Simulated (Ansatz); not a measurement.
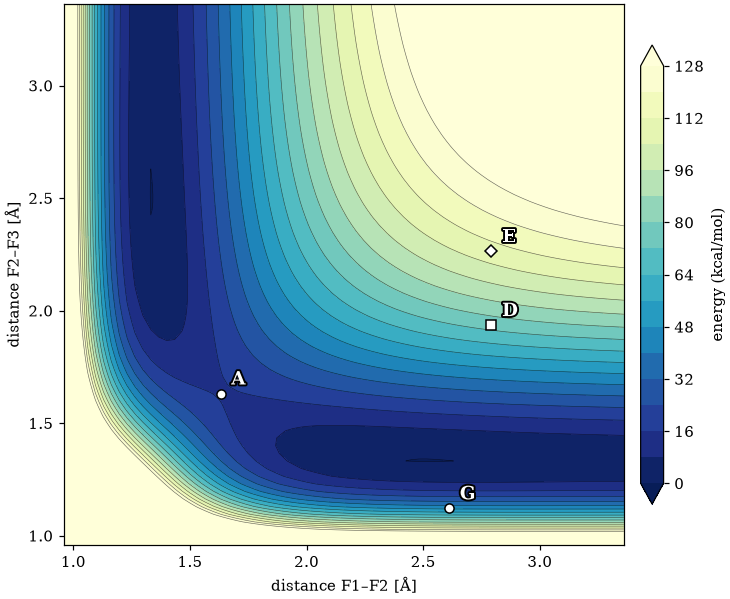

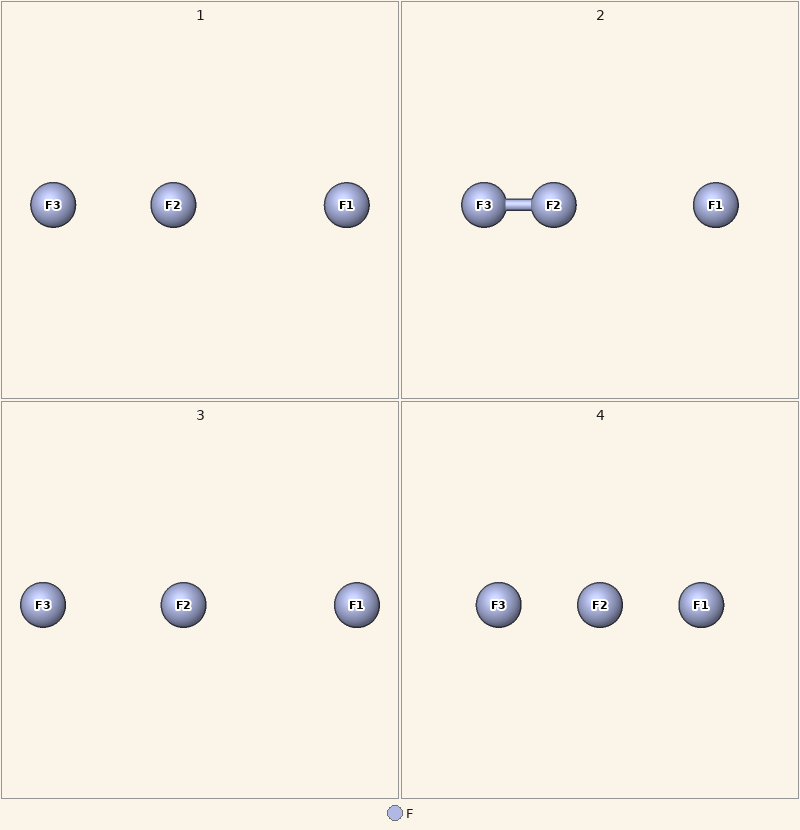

The system F⁻ + F₂. The first coordinate is: distance F1–F2; the second: distance F2–F3. Nothing is relaxed (the angle F1–F2–F3 is fixed at 180 degrees). The scan uses a 17 × 17 grid; 153 points were computed and 136 follow by symmetry. Points are written as (first, second). All energies are given in kcal/mol relative to the lowest grid point. The reference is spin-restricted, so regions where a bond is pulled apart into radicals lie too high. All numbers below come from RHF/def2-TZVPD (Ansatz 0.2.0).

Drawn: filled contours, one colour for all values above the top of the scale, lettered points. Between grid points the surface is interpolated. The numbered pictures are the structures at these points, in random order.

Question: Which structure belongs to which point?

Answer: A is structure 4: (1.631 Å, 1.631 Å), 16 kcal/mol; D is structure 1: (2.792 Å, 1.935 Å), 75 kcal/mol; E is structure 3: (2.792 Å, 2.263 Å), 109 kcal/mol; G is structure 2: (2.611 Å, 1.121 Å), 46 kcal/mol.
